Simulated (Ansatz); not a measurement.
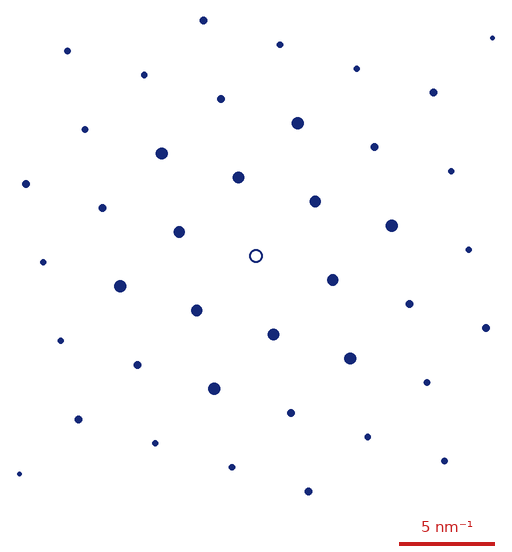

Computed electron diffraction pattern, 200 kV, single scattering only, B = 0.5 Å².

It belongs to Ru, space group P6_3/mmc (No. 194), a = 2.72 Å, c = 4.30 Å (hexagonal axes). Structure: the end point of a relaxation at fixed volume with DFT PBE, spin-orbit coupling, plane waves, PAW in Ansatz.

> Determine the zone axis from the geometry of the pattern.

The spots form a hexagonal net with both shortest vectors at d = 2.36 Å, 60.0° apart. They index as 1 -1 0 and 1 0 0, so the zone axis is [001].
